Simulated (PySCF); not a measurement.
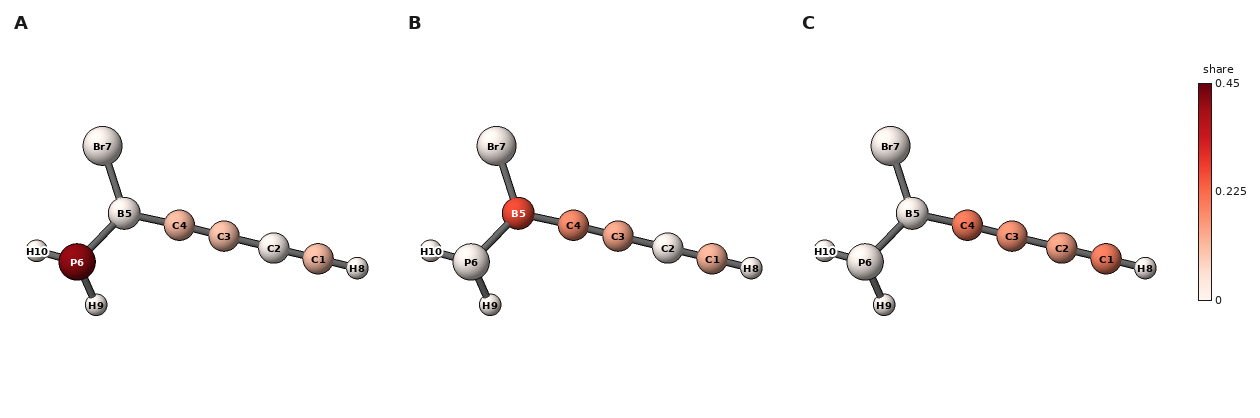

Each panel colours the atoms by their Löwdin share in one orbital (up to four of the largest shares; other atoms are shown as zero). The computed structure is the end point of a PBE0-D3(BJ)/def2-SVP optimisation. No frequency run is at hand to confirm it as a minimum. Computed with PBE0/aug-cc-pVDZ (PySCF 2.14.0).

> The panels show the HOMO−1, HOMO, LUMO, in some order. Which is which?

A: HOMO, −7.45 eV; P6 0.41, C4 0.11, C1 0.10, C3 0.10
B: LUMO, −2.84 eV; B5 0.26, C4 0.17, C3 0.14, C1 0.12
C: HOMO−1, −7.81 eV; C4 0.20, C1 0.19, C3 0.16, C2 0.14
